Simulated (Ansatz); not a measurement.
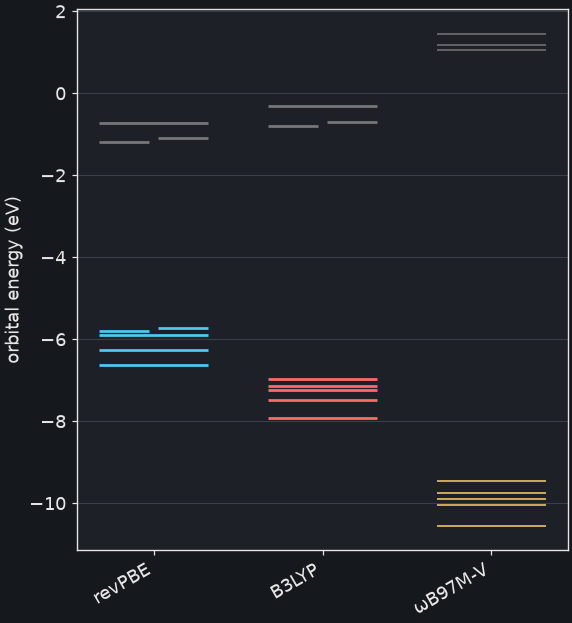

Frontier orbital energies of C₉H₂₁BiO₃, SMILES C[O][Bi]([O]C(C)(C)C)[O]C(C)(C)C, singlet at one geometry, def2-TZVPP, the Ansatz code 0.2.0, at a PBE0-D4/def2-TZVP geometry (no frequency check). Empty levels are grey, levels within 0.1 eV stand side by side; all columns show the same few orbitals around the gap.

Question: How do the frontier levels move from column to column?

Answer: The separation grows from 4.54 eV (revPBE) to 10.52 eV (ωB97M-V).

```
  level  HOMO (eV)  LUMO (eV)  separation (eV)
 revPBE      −5.72      −1.19             4.54
  B3LYP      −6.98      −0.81             6.17
ωB97M-V      −9.46       1.06            10.52
```

Limits of at least one run: core potentials past krypton; empty levels above zero depend strongly on the basis; one conformer of a flexible molecule; spin-orbit coupling is left out, and with Bi it can shift these levels and split any degenerate set.
